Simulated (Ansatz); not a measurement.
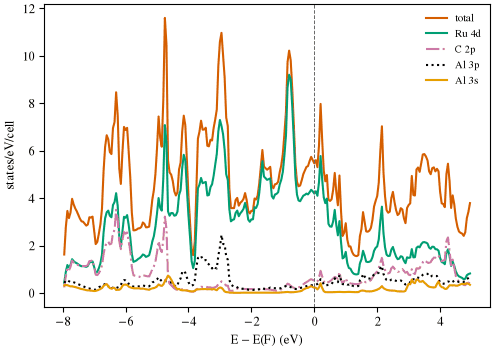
Total and projected density of states of AlRu2C in space group P6_3/mmc (No. 194; Al on 2d, Ru on 4f, C on 2a), the program Ansatz at the PBEsol level (PAW)

**Question.** Which orbitals carry the states next to the Fermi level?

**Answer.** Within 0.5 eV of the Fermi level: Ru 4d 78 %, C 2p 9 %, Al 3p 6 %. Projections are on Löwdin-orthogonalised atomic valence shells; empty p or d shells of many metals are not among them.

**Question.** Where is the tallest occupied peak in this window, and what makes it?

**Answer.** Near -4.8 eV, about 12 states/eV per cell; the largest projected share is Ru 4d.

The start of the workflow was typed in or built on a structure type; neither database checked (COD, Materials Project) lists it. Whether it is the stable phase at ambient conditions was not checked. The PBEsol relaxation kept the symmetry of its start; its stability against distortions is not shown here. The run is not spin-polarised. Spin–orbit coupling is left out wherever it is not named.

Potentials: the earlier of the program's two PAW sets. The files were generated under PBE; for other functionals the program regenerates the frozen cores, and for LDA and PBEsol the local potential too.
